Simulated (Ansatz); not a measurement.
The starting structures come from a database of crystals and need not be the phases stable at ambient conditions.

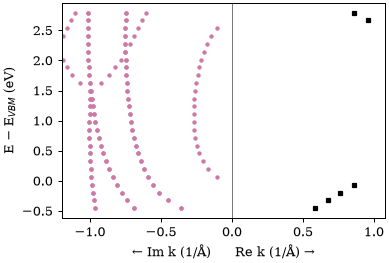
Figure: Complex bands at the centre of the two-dimensional zone; Ansatz (a quantum-chemistry and plane-wave program) with r2SCAN

The gap is the functional's own, uncorrected, and κ follows it; spin-orbit coupling is left out. Mid-gap values are interpolated between the computed energies.

This is Na$_{2}$H$_{4}$Pd (I4/mmm, not sure to be the ambient phase, 7 atoms a cell, 12.9 Å³ an atom) along the normal of (001). Read off the slowest decay at the centre of the two-dimensional zone at 1.24 eV, the computed energy nearest the middle of the gap.

κ ≈ 0.27 1/Å, a decay length 1/(2κ) of the density of 1.9 Å.
